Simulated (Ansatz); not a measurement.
**GeH5ClO: nudged elastic band**

- system: GeH5ClO
- method: RKS PBE/def2-SVP (Ansatz 0.2.0)

It belongs to a series of runs on one base structure; here: band between the two ends.

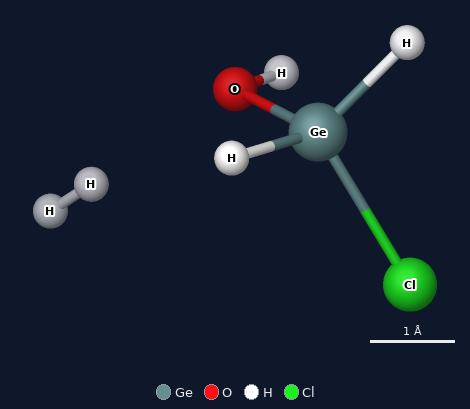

*The structure as given in the input (ball-and-stick view, seen at a tilt). Sticks mark near contacts.*

Bond lengths as drawn: Cl–Ge 2.18 Å, Ge–H 1.54 to 1.55 Å, Ge–O 1.79 Å, H–H 0.77 Å and H–O 0.98 Å.

### Input file
```yaml
crystal:
  periodic: [false, false, false]
  atoms:
    - { symbol: Ge, position_ang: [-0.36005, 0.483156, -0.2578] }
    - { symbol: O, position_ang: [0.112423, -0.169617, 1.344412] }
    - { symbol: H, position_ang: [-0.665775, -0.340482, 1.908587] }
    - { symbol: H, position_ang: [0.972838, 0.640706, -1.014434] }
    - { symbol: H, position_ang: [-1.207324, 1.773333, -0.110505] }
    - { symbol: Cl, position_ang: [-1.616827, -0.959846, -1.307994] }
    - { symbol: H, position_ang: [1.521259, -2.890354, 2.321599] }
    - { symbol: H, position_ang: [1.242157, -2.232295, 2.031338] }
basis:
  gaussian: { orbitals: def2-SVP }
hamiltonian:
  xc: pbe
neb:
  order_check: false
  images: 5
  f_tol: 0.03
  max_iterations: 60
  final_atoms:
    - { symbol: Ge, position_ang: [-0.39689462, -0.48891394, -0.28819174] }
    - { symbol: O, position_ang: [0.82083821, -0.03712047, 2.16042547] }
    - { symbol: H, position_ang: [0.14501182, -0.26500146, 2.82633666] }
    - { symbol: H, position_ang: [1.02582924, -0.00334544, -0.63488673] }
    - { symbol: H, position_ang: [-1.27636521, 0.56891518, 0.41183568] }
    - { symbol: Cl, position_ang: [-1.37450667, -0.84971416, -2.23471618] }
    - { symbol: H, position_ang: [-0.42216766, -1.86774734, 0.41463706] }
    - { symbol: H, position_ang: [1.47695588, -0.75247137, 2.25976278] }
  initial_path:
    images:
      - { positions_ang: [[-0.36005, 0.483156, -0.2578], [0.112423, -0.169617, 1.344412], [-0.665775, -0.340482, 1.908587], [0.972838, 0.640706, -1.014434], [-1.207324, 1.773333, -0.110505], [-1.616827, -0.959846, -1.307994], [1.521259, -2.890354, 2.321599], [1.242157, -2.232295, 2.031338]] }
      - { positions_ang: [[-0.25859162, 0.3414551, -0.15486169], [0.12083013, -0.16307943, 1.61357638], [-0.68969692, -0.38385488, 2.1193428], [1.09947992, 0.46738266, -0.8740474], [-1.0811298, 1.63600864, -0.16356137], [-1.4664558, -1.20012594, -1.12701571], [1.24144501, -2.46046209, 1.68356234], [1.03282008, -1.93272306, 1.81820765]] }
      - { positions_ang: [[-0.15713325, 0.1997542, -0.05192338], [0.12923727, -0.15654186, 1.88274077], [-0.71361885, -0.42722776, 2.3300986], [1.22612184, 0.29405931, -0.7336608], [-0.9549356, 1.49868428, -0.21661775], [-1.31608459, -1.44040588, -0.94603742], [0.96163102, -2.03057017, 1.04552568], [0.82348317, -1.63315112, 1.60507731]] }
      - { positions_ang: [[-0.05567487, 0.0580533, 0.05101493], [0.1376444, -0.15000429, 2.15190515], [-0.73754077, -0.47060064, 2.54085439], [1.35276377, 0.12073597, -0.59327419], [-0.8287414, 1.36135992, -0.26967412], [-1.16571339, -1.68068581, -0.76505914], [0.68181702, -1.60067826, 0.40748902], [0.61414625, -1.33357918, 1.39194696]] }
      - { positions_ang: [[-0.16941479, -0.12426911, -0.06205396], [0.36537567, -0.11237635, 2.15474526], [-0.44335658, -0.40206758, 2.63601515], [1.24378559, 0.0793755, -0.60714504], [-0.97794934, 1.09721167, -0.04250419], [-1.23531115, -1.40369526, -1.25494482], [0.31382213, -1.68970129, 0.4098717], [0.90174946, -1.13987658, 1.6812189]] }
      - { positions_ang: [[-0.2831547, -0.30659153, -0.17512285], [0.59310694, -0.07474841, 2.15758536], [-0.14917238, -0.33353452, 2.73117591], [1.13480742, 0.03801503, -0.62101589], [-1.12715727, 0.83306342, 0.18466574], [-1.30490891, -1.12670471, -1.7448305], [-0.05417277, -1.77872432, 0.41225438], [1.18935267, -0.94617397, 1.97049084]] }
      - { positions_ang: [[-0.39689462, -0.48891394, -0.28819174], [0.82083821, -0.03712047, 2.16042547], [0.14501182, -0.26500146, 2.82633666], [1.02582924, -0.00334544, -0.63488673], [-1.27636521, 0.56891518, 0.41183568], [-1.37450667, -0.84971416, -2.23471618], [-0.42216766, -1.86774734, 0.41463706], [1.47695588, -0.75247137, 2.25976278]] }
```

Launch command:
```bash
ansatz run input.yaml --threads 2 --pin off --max-ram 3072MiB --backend cpu --events-out ev --progress --plain --runs-dir out
```

### What the program printed
```
Engine: ansatz 0.2.0, aarch64-unknown-linux-gnu
Functional definition: PBE
  parameter kappa = 0.804
  parameter beta = 0.06672455060314922
  exchange = pbe_x(kappa = kappa, mu = beta*pi^2/3)
  correlation = pbe_c(beta = beta)
979 factors; their error is unknown
mean field evaluation 1: about -71135.5787 eV, gradient 5.8e1 eV
mean field evaluation 2: about -71080.8590 eV, gradient 1.6e2 eV
mean field evaluation 4: about -71141.0981 eV, gradient 1.2e1 eV
mean field evaluation 8: about -71141.3716 eV, gradient 1.3e-1 eV
mean field evaluation 16: about -71141.3186 eV, gradient 3.0e-5 eV
mean field -71141.31858203 eV, -2614.3952365719 hartree, gradient 3.0e-5 eV, S^2 0.000000; 0 other end points of the search recorded, 0 dependent functions left out
the calculation of the forces begins
reference -71141.31861645 eV, -2614.3952378369 hartree; 31, 31 occupied and 58, 58 virtual orbitals, 979 factors
979 factors; their error is unknown
mean field evaluation 32: about -71141.3139 eV, gradient 3.1e-5 eV
mean field -71141.31392276 eV, -2614.3950653470 hartree, gradient 3.1e-5 eV, S^2 0.000000; 0 other end points of the search recorded, 0 dependent functions left out
[... from here on the field's lines of each further geometry are left out, up to the last ...]
NEB iter   1: max|band force component| = 1.079e1 eV/Å  barrier→ = 2.7113 eV  barrier← = 2.7066 eV  Δτ_max = 0.2000 Å  (178 SCF iters)
NEB iter   2: max|band force component| = 1.821e0 eV/Å  barrier→ = 1.5614 eV  barrier← = 1.5568 eV  Δτ_max = 0.2000 Å  (156 SCF iters)
NEB iter   3: max|band force component| = 1.045e0 eV/Å  barrier→ = 1.1373 eV  barrier← = 1.1326 eV  Δτ_max = 0.2000 Å  (144 SCF iters)
NEB iter   4: max|band force component| = 1.127e1 eV/Å  barrier→ = 1.5828 eV  barrier← = 1.5781 eV  Δτ_max = 0.1003 Å  (140 SCF iters)
NEB iter   5: max|band force component| = 2.184e0 eV/Å  barrier→ = 0.8991 eV  barrier← = 0.8944 eV  Δτ_max = 0.1778 Å  (137 SCF iters)
NEB iter   6: max|band force component| = 9.937e-1 eV/Å  barrier→ = 0.8824 eV  barrier← = 0.8777 eV  Δτ_max = 0.1241 Å  (130 SCF iters)
NEB iter   7: max|band force component| = 8.216e-1 eV/Å  barrier→ = 0.8803 eV  barrier← = 0.8757 eV  CI = image 4  Δτ_max = 0.2000 Å  (131 SCF iters)
NEB iter   8: max|band force component| = 1.392e0 eV/Å  barrier→ = 1.2714 eV  barrier← = 1.2668 eV  CI = image 4  Δτ_max = 0.1996 Å  (135 SCF iters)
NEB iter   9: max|band force component| = 1.160e0 eV/Å  barrier→ = 1.6399 eV  barrier← = 1.6353 eV  CI = image 4  Δτ_max = 0.2000 Å  (138 SCF iters)
NEB iter  10: max|band force component| = 1.888e0 eV/Å  barrier→ = 1.9407 eV  barrier← = 1.9361 eV  CI = image 4  Δτ_max = 0.0997 Å  (134 SCF iters)
NEB iter  11: max|band force component| = 1.269e0 eV/Å  barrier→ = 1.8209 eV  barrier← = 1.8162 eV  CI = image 4  Δτ_max = 0.1484 Å  (128 SCF iters)
NEB iter  12: max|band force component| = 4.425e-1 eV/Å  barrier→ = 1.7373 eV  barrier← = 1.7326 eV  CI = image 4  Δτ_max = 0.0907 Å  (127 SCF iters)
NEB iter  13: max|band force component| = 2.170e-1 eV/Å  barrier→ = 1.7290 eV  barrier← = 1.7243 eV  CI = image 4  Δτ_max = 0.0656 Å  (129 SCF iters)
NEB iter  14: max|band force component| = 1.650e-1 eV/Å  barrier→ = 1.7230 eV  barrier← = 1.7184 eV  CI = image 4  Δτ_max = 0.0244 Å  (124 SCF iters)
NEB iter  15: max|band force component| = 1.100e-1 eV/Å  barrier→ = 1.7214 eV  barrier← = 1.7168 eV  CI = image 4  Δτ_max = 0.0125 Å  (128 SCF iters)
NEB iter  16: max|band force component| = 4.574e-2 eV/Å  barrier→ = 1.7207 eV  barrier← = 1.7160 eV  CI = image 4  Δτ_max = 0.0111 Å  (126 SCF iters)
NEB iter  17: max|band force component| = 5.961e-2 eV/Å  barrier→ = 1.7201 eV  barrier← = 1.7155 eV  CI = image 4  Δτ_max = 0.0056 Å  (122 SCF iters)
NEB iter  18: max|band force component| = 5.427e-2 eV/Å  barrier→ = 1.7199 eV  barrier← = 1.7153 eV  CI = image 4  Δτ_max = 0.0111 Å  (100 SCF iters)
NEB iter  19: max|band force component| = 3.880e-2 eV/Å  barrier→ = 1.7195 eV  barrier← = 1.7149 eV  CI = image 4  Δτ_max = 0.0174 Å  (128 SCF iters)
the calculation of the forces begins
reference -71141.13067437 eV, -2614.3883310929 hartree; 31, 31 occupied and 58, 58 virtual orbitals, 979 factors
979 factors; their error is unknown
mean field evaluation 800: about -71138.8069 eV, gradient 1.8e1 eV
mean field -71139.59951190 eV, -2614.3320619099 hartree, gradient 9.0e-6 eV, S^2 0.000000; 1 other end points of the search recorded, 0 dependent functions left out
the calculation of the forces begins
reference -71139.59954337 eV, -2614.3320630664 hartree; 31, 31 occupied and 58, 58 virtual orbitals, 979 factors
NEB iter  20: max|band force component| = 2.035e-2 eV/Å  barrier→ = 1.7191 eV  barrier← = 1.7144 eV  CI = image 4  Δτ_max = 0.0000 Å  (255 SCF iters)
```

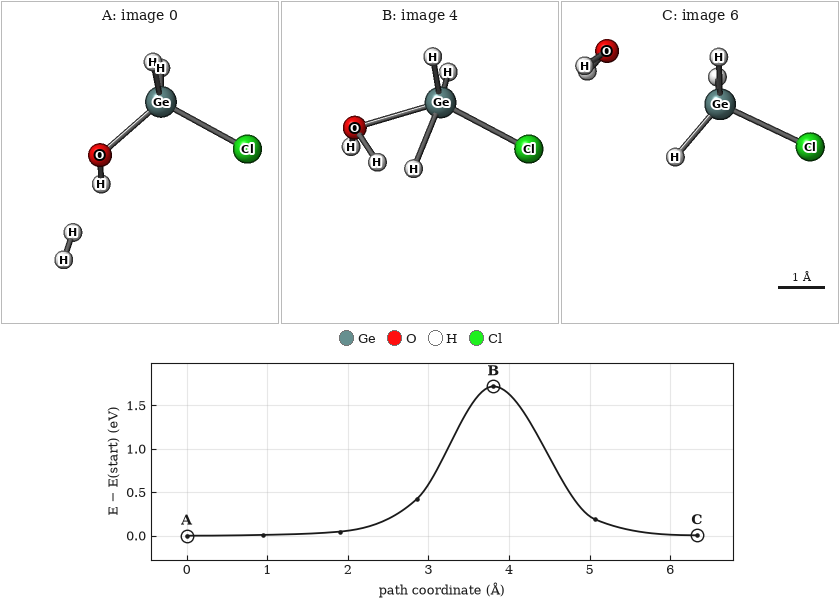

*Images of the last band (counted from 0; ball-and-stick, seen at a tilt) above the energy along the path; the line is a cubic interpolation that uses the forces.*

The highest image is number 4, 1.719 eV above the start and 1.714 eV above the end (the climbing image); the end lies 0.005 eV above the start. The path is 6.33 Å long. The band converged in 20 iterations.

```
Total energy: -71139.59954337 eV, -2614.3320630664 hartree
Atom 0 at    -0.055902    -0.158072     0.016504 Å, force     0.000450     0.005245    -0.000488 eV/Å
Atom 1 at     0.375274    -0.160784     1.995677 Å, force    -0.013242    -0.020329    -0.009895 eV/Å
Atom 2 at    -0.422319    -0.113262     2.563332 Å, force     0.002992     0.008085     0.005008 eV/Å
Atom 3 at     1.279158     0.231575    -0.650714 Å, force    -0.000440    -0.000277    -0.001434 eV/Å
Atom 4 at    -1.035897     1.042219     0.188381 Å, force     0.002357     0.001402     0.001343 eV/Å
Atom 5 at    -1.307843    -1.402335    -1.315846 Å, force     0.000996    -0.001620     0.002090 eV/Å
Atom 6 at     0.598080    -1.828322     0.625530 Å, force     0.001030    -0.003008    -0.003415 eV/Å
Atom 7 at     0.568151    -1.306418     1.492339 Å, force     0.005857     0.010502     0.006791 eV/Å
Dipole moment:    -0.023632     0.203428     0.404330 e Å
this run last wrote the band of iteration 20 to [file]
```

### The last band as extended XYZ (Å, eV, eV/Å)
```
8
Properties=species:S:1:pos:R:3:forces:R:3 image=0 energy=-71141.31858
Ge   -0.3600    0.4832   -0.2578   -0.0010   0.0005  -0.0182
O     0.1124   -0.1696    1.3444   -0.0069  -0.0051   0.0023
H    -0.6658   -0.3405    1.9086    0.0033   0.0015  -0.0006
H     0.9728    0.6407   -1.0144    0.0016   0.0011   0.0024
H    -1.2073    1.7733   -0.1105   -0.0002  -0.0008   0.0053
Cl   -1.6168   -0.9598   -1.3080    0.0030   0.0023   0.0075
H     1.5213   -2.8904    2.3216   -0.0118   0.0286  -0.0135
H     1.2422   -2.2323    2.0313    0.0119  -0.0282   0.0147
8
Properties=species:S:1:pos:R:3:forces:R:3 image=1 energy=-71141.30954
Ge   -0.3044    0.4296   -0.1434   -0.0021   0.0024  -0.0022
O     0.0633    0.0393    1.5688    0.0020  -0.0018  -0.0028
H    -0.7505   -0.1127    2.0860    0.0017  -0.0040  -0.0035
H     1.0793    0.5768   -0.8050   -0.0024   0.0041  -0.0046
H    -1.2374    1.6633   -0.2493   -0.0017   0.0037   0.0019
Cl   -1.3772   -1.2338   -1.0619   -0.0033   0.0049  -0.0045
H     1.4061   -2.8864    1.7520    0.0042  -0.0059   0.0122
H     1.1195   -2.1716    1.7679    0.0016  -0.0034   0.0035
8
Properties=species:S:1:pos:R:3:forces:R:3 image=2 energy=-71141.27153
Ge   -0.2378    0.3289    0.0142   -0.0141   0.0261  -0.0175
O     0.0020    0.0775    1.7746   -0.0120   0.0018  -0.0016
H    -0.8444   -0.0237    2.2496   -0.0167  -0.0026  -0.0160
H     1.1929    0.4189   -0.5502   -0.0082   0.0134  -0.0034
H    -1.1527    1.5532   -0.2397    0.0010   0.0295  -0.0144
Cl   -1.2584   -1.3750   -0.8941   -0.0162   0.0171   0.0212
H     1.2397   -2.6371    1.0568    0.0394  -0.0517   0.0236
H     1.0574   -2.0381    1.5040    0.0266  -0.0335   0.0081
8
Properties=species:S:1:pos:R:3:forces:R:3 image=3 energy=-71140.89801
Ge   -0.1459    0.1288    0.0836   -0.1099   0.2903   0.0827
O     0.1567    0.0065    1.8726   -0.1300   0.1205  -0.1333
H    -0.6491   -0.0282    2.4211   -0.1165   0.0631  -0.1116
H     1.2619    0.2857   -0.5242   -0.0503   0.0259   0.0730
H    -1.1428    1.2899   -0.0421   -0.0689   0.2779  -0.1420
Cl   -1.1520   -1.4584   -1.0635    0.0339   0.0132   0.2751
H     0.8634   -2.1915    0.7741    0.2054  -0.3581   0.0911
H     0.8067   -1.7283    1.3936    0.2362  -0.4328  -0.1351
8
Properties=species:S:1:pos:R:3:forces:R:3 image=4 energy=-71139.59951
Ge   -0.0559   -0.1581    0.0165    0.0004   0.0052  -0.0005
O     0.3753   -0.1608    1.9957   -0.0132  -0.0203  -0.0099
H    -0.4223   -0.1133    2.5633    0.0030   0.0081   0.0050
H     1.2792    0.2316   -0.6507   -0.0004  -0.0003  -0.0014
H    -1.0359    1.0422    0.1884    0.0024   0.0014   0.0013
Cl   -1.3078   -1.4023   -1.3158    0.0010  -0.0016   0.0021
H     0.5981   -1.8283    0.6255    0.0010  -0.0030  -0.0034
H     0.5682   -1.3064    1.4923    0.0059   0.0105   0.0068
8
Properties=species:S:1:pos:R:3:forces:R:3 image=5 energy=-71141.13064
Ge   -0.1677   -0.3859   -0.2589   -0.0383  -0.0827  -0.1104
O     0.7410   -0.1503    2.2927    0.1098   0.0154   0.1175
H    -0.1552   -0.0877    2.6775    0.0554   0.0196   0.0322
H     1.1265    0.2273   -0.8406   -0.0337  -0.0029  -0.0483
H    -1.0611    0.6810    0.4144   -0.0100  -0.1473   0.0563
Cl   -1.4338   -1.1686   -1.8737    0.0005   0.0620  -0.2388
H     0.1645   -1.7185    0.4743   -0.1524   0.0444  -0.0342
H     0.7845   -1.0926    2.0295    0.0686   0.0914   0.2257
8
Properties=species:S:1:pos:R:3:forces:R:3 image=6 energy=-71141.31392
Ge   -0.3969   -0.4889   -0.2882    0.0012   0.0022  -0.0002
O     0.8208   -0.0371    2.1604   -0.0044   0.0073  -0.0146
H     0.1450   -0.2650    2.8263   -0.0042  -0.0044   0.0060
H     1.0258   -0.0033   -0.6349   -0.0012  -0.0013   0.0016
H    -1.2764    0.5689    0.4118    0.0006  -0.0008  -0.0006
Cl   -1.3745   -0.8497   -2.2347    0.0018   0.0004   0.0038
H    -0.4222   -1.8677    0.4146    0.0008   0.0024   0.0022
H     1.4770   -0.7525    2.2598    0.0054  -0.0059   0.0018
```

### Summary

- outcome: converged
- barrier, forward: 1.719 eV
- barrier, backward: 1.714 eV
- hardware: 2 threads of Arm Neoverse V1, 24 GiB of memory available, shared host
- wall time: 2.3 min (CPU time 4.5 min)
- peak memory: 0.13 GiB

### Remarks

The order of the saddle point was not checked.
